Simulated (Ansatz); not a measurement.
Level of theory: PBE (plane waves to 420 eV, PAW; Ansatz, a program for electronic structure).

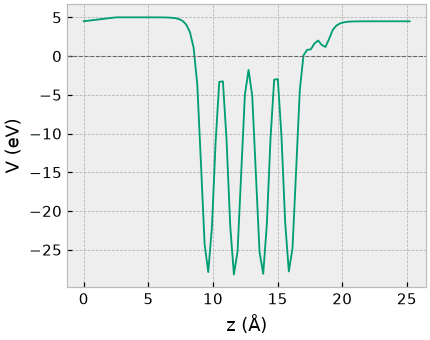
*Planar average of the electrostatic potential across the slab, in eV from the Fermi level, for Sn on the 1x1 (0001) surface of hcp Ru, one in a 2x2 cell, started at the site 'hollow Ru-Ru-Ru over Ru at depth 2.1 Å'*

Slab: 17 atoms, 6.3 Å thick at the start under the adsorbate (thin: gaps and levels are the slab's own); k 6x6x1, smearing 0.1 eV, dipole-corrected; 8 atoms held, the rest relaxed; start symmetry kept, larger cells not searched; no spin, no spin-orbit, no U, no dispersion correction. At the end it is bonded to 3 Ru. In PBE it is, or lies within 0.03 eV of, the lowest of the starts that converged.

The vacuum level lies 4.49 eV above the Fermi level over the top face and 5.00 eV above it under the bottom face.
